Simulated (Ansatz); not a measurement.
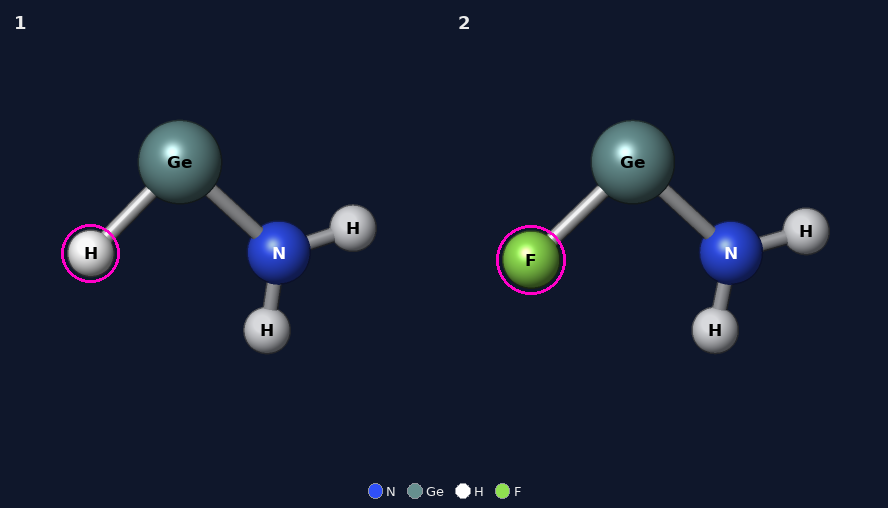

2 molecules with one skeleton, seen from the same side and at one scale; the atom that differs is circled. Charge 0, singlet. Computed geometries: PBE0-D4/def2-TZVP optimisations, one conformation each. Properties computed with Ansatz 0.2.0.

One atom differs, called X below: H in panel 1, F in panel 2. Their formulas are GeH3N (`[NH2][GeH]`), FGeH2N (`[NH2][Ge][F]`).

In which is the vertical ionisation energy higher (PBE0-D4/def2-TZVPP)?

In panel 2 (X = F).

In which is the harmonic zero-point energy higher (PBE0-D4/def2-TZVP)?

In panel 1 (X = H).

Give the values. With PBE0-D4/def2-TZVP: length of X–Ge (Å), angle N–Ge–X (°), dipole moment (D), harmonic zero-point energy (kJ/mol), harmonic X–Ge stretching wavenumber (cm⁻¹). With ωB97M-V/def2-QZVPP: HOMO energy (Kohn–Sham orbital) (eV), HOMO–LUMO gap (eV). With PBE0-D4/def2-TZVPP: vertical ionisation energy (eV).

```json
{"quantity": "length of X–Ge (Å)", "1 (H)": "1.602", "2 (F)": "1.768", "2 − 1": "+0.166"}
{"quantity": "angle N–Ge–X (°)", "1 (H)": "92.6", "2 (F)": "94.5", "2 − 1": "+1.9"}
{"quantity": "HOMO energy (Kohn–Sham orbital) (eV)", "1 (H)": "−8.77", "2 (F)": "−10.03", "2 − 1": "−1.26"}
{"quantity": "HOMO–LUMO gap (eV)", "1 (H)": "8.91", "2 (F)": "10.31", "2 − 1": "+1.40"}
{"quantity": "dipole moment (D)", "1 (H)": "1.56", "2 (F)": "2.59", "2 − 1": "+1.03"}
{"quantity": "harmonic zero-point energy (kJ/mol)", "1 (H)": "84.9", "2 (F)": "72.1", "2 − 1": "−12.8"}
{"quantity": "vertical ionisation energy (eV)", "1 (H)": "8.95", "2 (F)": "10.18", "2 − 1": "+1.23"}
{"quantity": "harmonic X–Ge stretching wavenumber (cm⁻¹)", "1 (H)": "1888", "2 (F)": "640", "2 − 1": "−1248"}
```
